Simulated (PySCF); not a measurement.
# C$_{3}$H$_{8}$BF, SMILES `CBCCF`: electronic structure

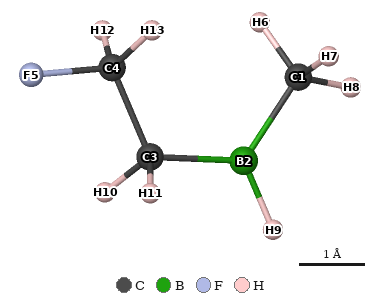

The molecule, with its atoms numbered as below. No frequency check shows the geometry to be a minimum.

Cartesian coordinates (Å):

```
C1       2.1795    0.6409    0.0010
B2       1.4313   -0.7380   -0.0142
C3      -0.1405   -0.8474   -0.0049
C4      -0.9294    0.4511   -0.0277
F5      -2.2856    0.1936    0.0230
H6       1.6825    1.4186   -0.5741
H7       2.2034    1.0000    1.0315
H8       3.2139    0.5819   -0.3278
H9       2.0381   -1.7411    0.0083
H10     -0.4636   -1.4593   -0.8530
H11     -0.4482   -1.4159    0.8789
H12     -0.7633    1.0155   -0.9507
H13     -0.7067    1.0801    0.8398
```

### 1. Bonding charge

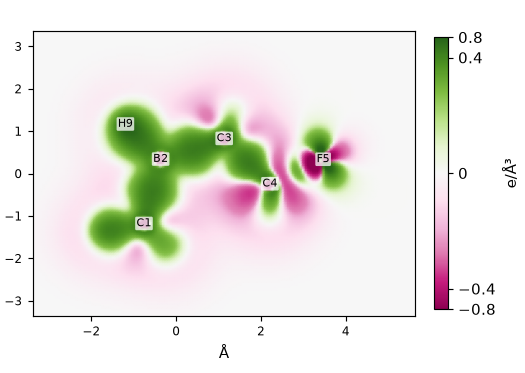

Deformation density (molecule less spherical, spin-averaged free atoms) in the plane of C1, B2, C3, C4, F5 and H9; colour scale in e/Å³, logarithmic beyond ±0.1; green: gain, pink: loss.

Level of theory: PBE0/6-31G* (PySCF), at a geometry from GFN2-xTB.

Q: Describe the bonding that the map shows.

A: B2–H9: +0.49 e/Å³ at the bond critical point (bond length 1.17 Å, Mayer order 1.0). C3–C4: +0.47 e/Å³ at the bond critical point (bond length 1.52 Å, Mayer order 1.0). C1–B2: +0.41 e/Å³ at the bond critical point (bond length 1.57 Å, Mayer order 1.0). B2–C3: +0.40 e/Å³ at the bond critical point (bond length 1.58 Å, Mayer order 1.0). C4–F5: −0.10 e/Å³ at the bond critical point (bond length 1.38 Å, Mayer order 0.9); up to 0.6 Å beside the axis the gain reaches +0.17 e/Å³. In all, 2.7 electrons gather in the regions of gain relative to the promolecule. A small or negative value marks a very polar bond, one between electron-rich atoms, whose free-atom densities already overlap strongly, a long bond to a heavier atom, or a closed-shell contact such as a hydrogen bond.

Q: Where do the Hirshfeld charges lie?

A: The highest Hirshfeld charge is on B2 (+0.18 e), the lowest on C1 (−0.17 e).

```
atom  charge (e)
  C1       −0.17
  B2       +0.18
  C3       −0.13
  C4       +0.03
  F5       −0.14
  H6       +0.04
  H7       +0.05
  H8       +0.04
  H9       −0.07
 H10       +0.05
 H11       +0.05
 H12       +0.04
 H13       +0.04
```

### 2. Bond critical points

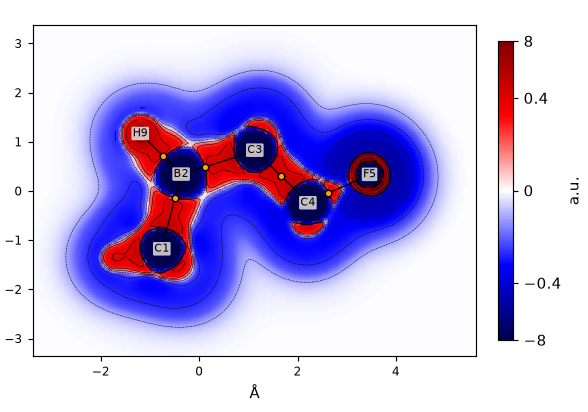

Negative Laplacian of the density (−∇²ρ) in the plane of C1, B2, C3, C4, F5 and H9 (red positive, blue negative, colour scale in a.u., logarithmic beyond ±0.04), with bond paths and bond critical points (dots).

Q: Sort the bonds in the plane by the sign of ∇²ρ at their critical points.

A: Concentrated (∇²ρ < 0): C3–C4 (−0.60 a.u.); B2–H9 (−0.37 a.u.); C1–B2 (−0.13 a.u.); B2–C3 (−0.13 a.u.). Depleted (∇²ρ > 0): C4–F5 (+0.07 a.u., H = −0.326). A positive Laplacian with clearly negative H marks a strongly polar covalent bond, whose critical point lies close to the core of the less electronegative atom.

Q: Where along B2–C3 does the critical point lie?

A: 0.51 Å from B2 and 1.07 Å from C3.

### 3. Electrostatic potential

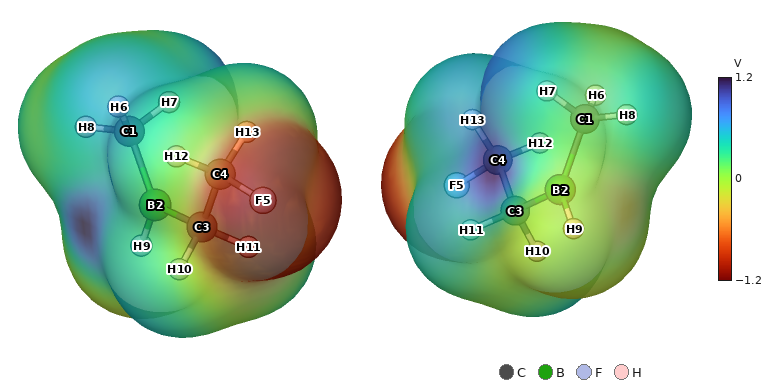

Electrostatic potential on the surface of electron density 0.001 a.u. (back view left, front view right).

Q: Where are the extremes of the potential on the surface?

A: Highest: 1.11 V, over B2, off the plane of its three bonds (1.8 Å). Further maxima include 0.75 V, 1.3 Å from H7; 0.65 V, 1.4 Å from H6. Lowest: −1.07 V, 1.6 Å from F5. Further minima include −0.21 V, 1.5 Å from H9; −0.19 V, 1.5 Å from H9. The surface is sampled at points, so like sites can differ by a few per cent and only the strongest of them is named.

Q: What volume does the surface enclose, and what is the dipole moment?

A: About 113 Å³; the dipole moment is 1.7 D.

### 4. Excited states

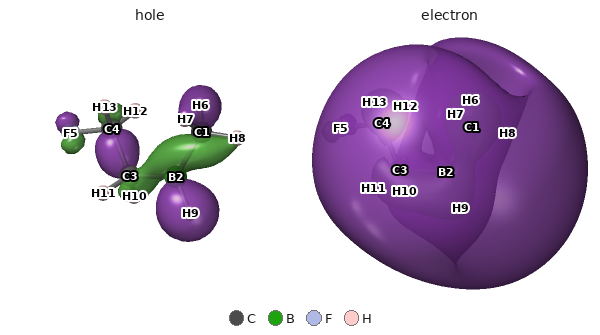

Leading natural transition orbital pair of S₃ (TDHF singlet states); the surfaces enclose about 70 % of each orbital's density.

Method: HF/6-311+G**; geometry: GFN2-xTB; program: PySCF.

Q: Give its energy and the atoms that hole and electron lie on.

A: 9.56 eV (130 nm), f = 0.011, diffuse (Rydberg-like) orbital; the leading pair carries 94 %; hole on B2 (23 %), H9 (22 %) and C1 (18 %), electron on B2 (39 %), C1 (17 %) and C3 (9 %) (atom shares of so diffuse an orbital are rough); their centroids lie 0.6 Å apart; S₄ lies within 0.1 eV of it. In canonical orbitals it is mainly HOMO → LUMO (76 %). The HOMO–LUMO gap is 13.74 eV.

### 5. Removing or adding an electron

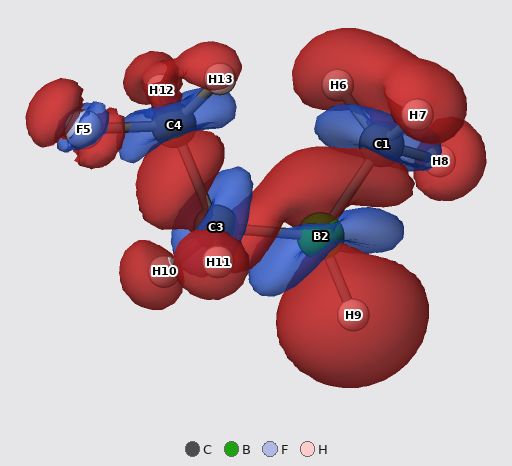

Fukui function f⁻ = ρ(N) − ρ(N−1) at fixed geometry, surfaces at ±0.02 e/Å³ (red positive, blue negative).

Q: On which atoms does the density change most on removal of an electron?

A: f⁻ (Hirshfeld-condensed) is largest on H9 (0.26) and B2 (0.17); the vertical ionisation energy is 11.32 eV (the stability of the cation's solution wasn't checked). Condensed values hint at sites of electrophilic attack but needn't mark the atom that reacts. Orbital relaxation makes it negative in places (0.26 e in all).

### 6. Stretching a bond

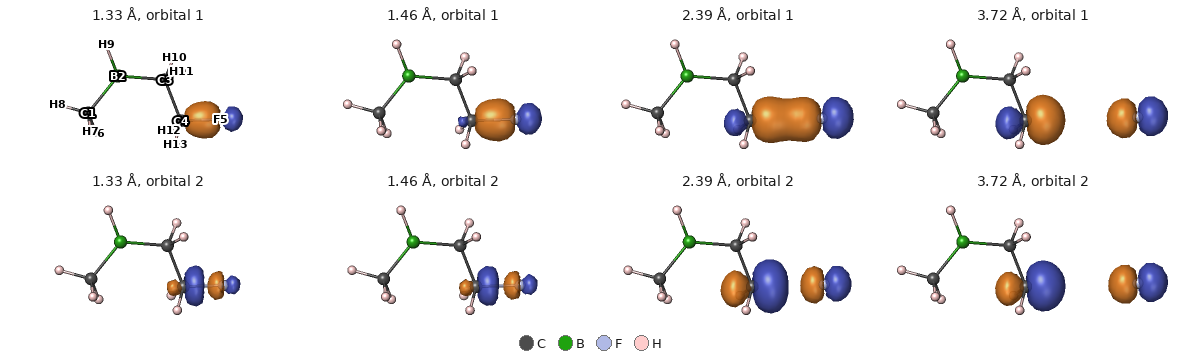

Rigid stretch of the C4–F5 bond. The two CASSCF(2,2) natural orbitals nearest half filling (orbital 1 the more occupied).

Level of theory: cc-pVDZ basis (PySCF), at a geometry from GFN2-xTB.

Q: How do the occupations change along the stretch?

A: 1.33 Å: 1.98 and 0.02; 1.46 Å: 1.97 and 0.03; 2.39 Å: 1.65 and 0.35; 3.72 Å: 1.08 and 0.92. At the longest distance computed (3.72 Å) they are 1.08 and 0.92, and the effective number of unpaired electrons is 2.0.

Q: Where does the UHF solution part from RHF?

A: Between 1.80 Å (⟨S²⟩ = 0, the two coincide) and 2.06 Å (⟨S²⟩ = 0.59); at 3.72 Å ⟨S²⟩ is 1.01 and UHF lies 4.7 eV below RHF.

Q: How much energy does the stretch cost?

A: By CASSCF, 4.0 eV from the lowest point of the scan (1.46 Å) to 3.72 Å; RHF gives 7.9 eV from its own lowest point. The fragments aren't relaxed and dynamic correlation is missing, so this isn't a bond dissociation energy.
